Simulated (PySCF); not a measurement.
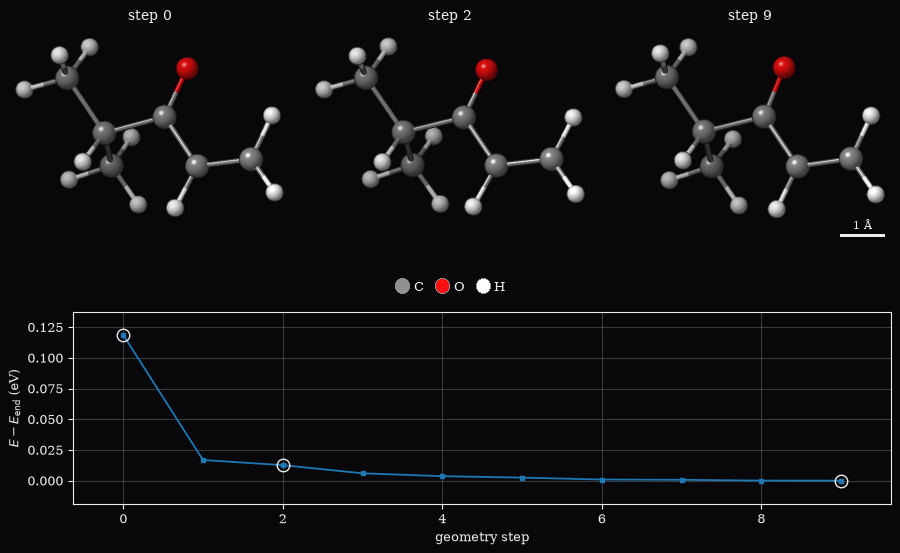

Frames of a relaxation of C6H10O, marked on the history of the run. A ball-and-stick model, seen at a tilt.

The start comes from GFN2-xTB. Its atoms were then displaced at random by about 0.01 Å.

These are results of PBE0-D3(BJ)/def2-TZVP geometry optimisation, gas phase in PySCF 2.14.0, density-fitted response routines, not measurements. 

### What happens along the run?

Over 9 geometry steps the energy falls by 0.119 eV. The O atom moves most after the best rigid fit: 0.12 Å. Largest moves by element: O 0.12 Å, H 0.08 Å, C 0.06 Å. Near-neighbour distances that change, for instance: C–H 1.039 → 1.083 Å, C–H 1.108 → 1.085 Å, C–C 1.346 → 1.327 Å, C–O 1.224 → 1.209 Å. Among the angles between lasting bonds that change: O–C–C 125.6° → 122.3°, C–C–H 109.1° → 106.7°, C–C–H 124.2° → 121.9°. From step 0 to 2: an H atom moves most (0.18 Å), energy −0.106 eV. From step 2 to 9: an H atom moves most (0.24 Å), energy −0.013 eV.

| step | E − E(0), eV |
| --- | --- |
| 0 | 0.0000 |
| 1 | -0.1017 |
| 2 | -0.1059 |
| 3 | -0.1126 |
| 4 | -0.1149 |
| 5 | -0.1161 |
| 6 | -0.1177 |
| 7 | -0.1179 |
| 8 | -0.1185 |
| 9 | -0.1186 |
